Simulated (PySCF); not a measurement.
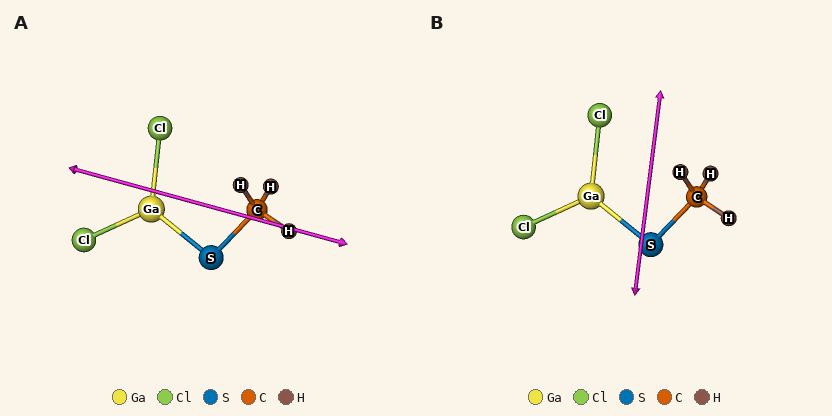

The double arrows show the directions of two transition dipoles from the ground state (lengths mean nothing). The geometry was computed by an optimisation with PBE0-D3(BJ)/def2-SVP. No frequency run is at hand to confirm it as a minimum. Method: TDDFT ωB97X-D/def2-SVPD, vertical, gas phase, core orbitals frozen in the response (PySCF 2.14.0).

> One belongs to singlet state 2 and one to singlet state 5. Which is which?

A: state 2, 5.63 eV (220 nm), oscillator strength 0.024, mainly HOMO → LUMO+1 (weight 0.83).
B: state 5, 6.61 eV (188 nm), oscillator strength 0.023, mainly HOMO−2 → LUMO (weight 0.89).
